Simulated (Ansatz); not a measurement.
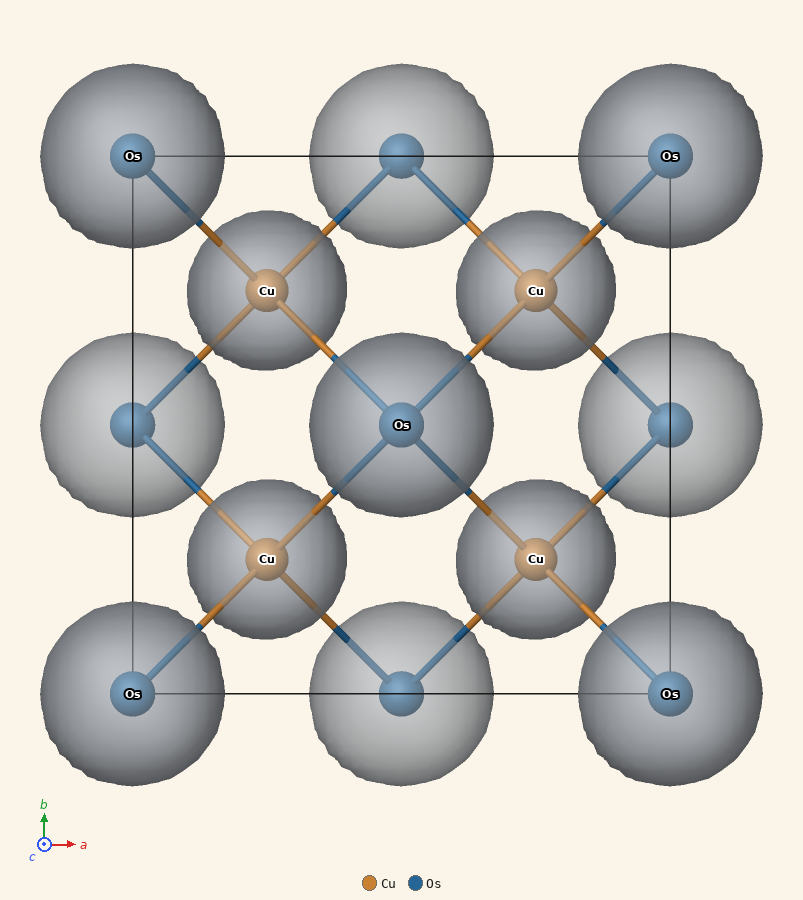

Figure 1: Cu₂Os. Isosurface of the valence pseudo-density at 0.8 e/Å³ (grey), seen along the c axis. Sticks mark near contacts.

Space group Fm-3m; a structure generated by program, which may or may not match a known phase; computed without spin polarisation.

Theory: Ansatz 0.2.0, DFT PBE, scalar-relativistic, plane waves, PAW.

```cif
data_structure
_symmetry_space_group_name_H-M 'P 1'
_symmetry_Int_Tables_number 1
_cell_length_a 5.7406
_cell_length_b 5.7406
_cell_length_c 5.7406
_cell_angle_alpha 90.000
_cell_angle_beta 90.000
_cell_angle_gamma 90.000
_cell_volume 189.18
loop_
_atom_site_label
_atom_site_type_symbol
_atom_site_fract_x
_atom_site_fract_y
_atom_site_fract_z
_atom_site_occupancy
Cu1 Cu 0.25000 0.25000 0.25000 1
Cu2 Cu 0.75000 0.75000 0.25000 1
Cu3 Cu 0.75000 0.25000 0.75000 1
Cu4 Cu 0.25000 0.75000 0.75000 1
Cu5 Cu 0.75000 0.25000 0.25000 1
Cu6 Cu 0.25000 0.75000 0.25000 1
Cu7 Cu 0.25000 0.25000 0.75000 1
Cu8 Cu 0.75000 0.75000 0.75000 1
Os1 Os 0.00000 0.00000 0.00000 1
Os2 Os 0.50000 0.50000 0.00000 1
Os3 Os 0.50000 0.00000 0.50000 1
Os4 Os 0.00000 0.50000 0.50000 1
```

### What does this surface tell about the bonding?

At this value the density breaks into separate islands; it holds about 80 % of the electrons treated as valence (semicore included). It bridges none of the near contacts. It is pinched off along the shortest Cu–Os (2.49 Å) contacts. On the grid the lowest density along these lines, outside the cores, is 0.45 e/Å³ (Cu–Os, 2.49 Å).
